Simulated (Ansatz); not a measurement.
```xyz
11
charge 0, multiplicity 1
N    -0.5973    1.5962   -0.4367
Si    0.6615    0.4776   -0.2086
Br    1.5829    0.5389    1.8575
C    -0.0523   -1.2580   -0.3114
O    -1.0001   -1.4642    0.7276
H    -1.4882    1.4053   -0.0031
H    -0.4126    2.5857   -0.4742
H     1.7707    0.7824   -1.1403
H     0.7397   -2.0182   -0.3023
H    -0.5937   -1.3678   -1.2553
H    -0.5455   -1.3349    1.5674
```

Work out the structure from the coordinates.

The molecule is CH₆BrNOSi. SMILES: `N[Si@@H](Br)CO`. It has no ring. Among its groups: alcohol, Si–H bond, Si–N bond. This geometry has C1 symmetry. Coordination, clear cases only: 1 Si tetrahedral; 1 C tetrahedral; 1 O bent.

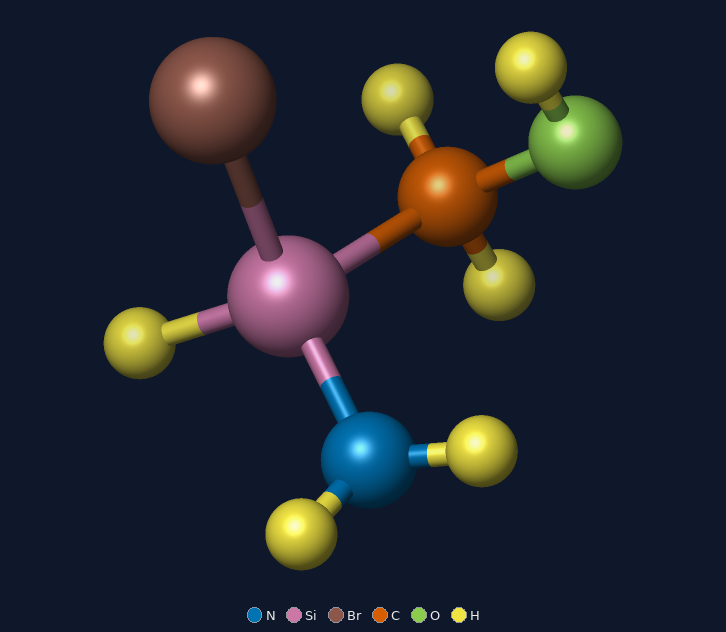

Figure made from data computed with Ansatz.
